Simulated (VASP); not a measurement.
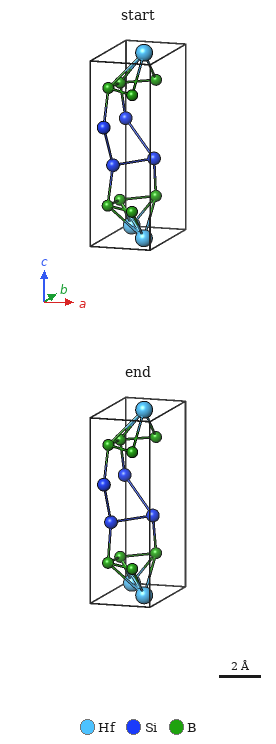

The structure of a crystal of HfSi2B4 (a generated structure, set up in P1) before (top) and after (bottom) a relaxation, at one scale.

A ball-and-stick model of the cell of the calculation, seen from a free direction.

The run lets cell and atoms move.

These are results of Kohn-Sham DFT of a periodic cell, PBE, VASP PAW PBE potentials, recommended in VASP 6.6.1, not measurements.

Input
```
PREC = Accurate
ENCUT = 520
EDIFF = 1E-6
ISMEAR = 0
SIGMA = 0.1
LREAL = F
LASPH = T
NELM = 120
ALGO = Normal
ISIF = 3
LWAVE = F
LCHARG = F
GGA = PE
IBRION = 2
NSW = 90
EDIFFG = -0.01
KPAR = 8
```

Run as
```bash
cat potpaw_PBE.64/Hf_pv/POTCAR potpaw_PBE.64/Si/POTCAR potpaw_PBE.64/B/POTCAR > POTCAR
mpirun -np 8 vasp_std > vasp.out
```

> What changed between the two?

A Si atom moves most relative to the cell: 0.099 Å along −a. By element the largest moves are Si 0.099 Å, B 0.022 Å, Hf 0.018 Å. The volume changes by −0.1 %, with a 3.109 → 3.104 Å (−0.2 %), b 5.477 → 5.478 Å (0.0 %), c 9.294 → 9.303 Å (+0.1 %), α 89.6° → 89.9°. Some distances before and after: Si–Si 2.381 → 2.416 Å, Si–Si 2.437 → 2.455 Å, Si–Si 2.433 → 2.417 Å, B–Hf 2.505 → 2.499 Å. Bond angles that change, for instance: Si–Si–B 132.8° → 135.7°, Si–Si–B 104.4° → 101.8°, Si–Si–Si 105.9° → 108.5°. The space group (tolerance 0.01 Å) goes from P1 (No. 1) to Pm (No. 6). Over 26 geometry steps the energy falls by 7.2 meV per cell of the calculation. The largest force component goes from 0.12 to 0.0075 eV/Å. Pressure: 0.02 GPa at the start and 0.01 GPa at the end.
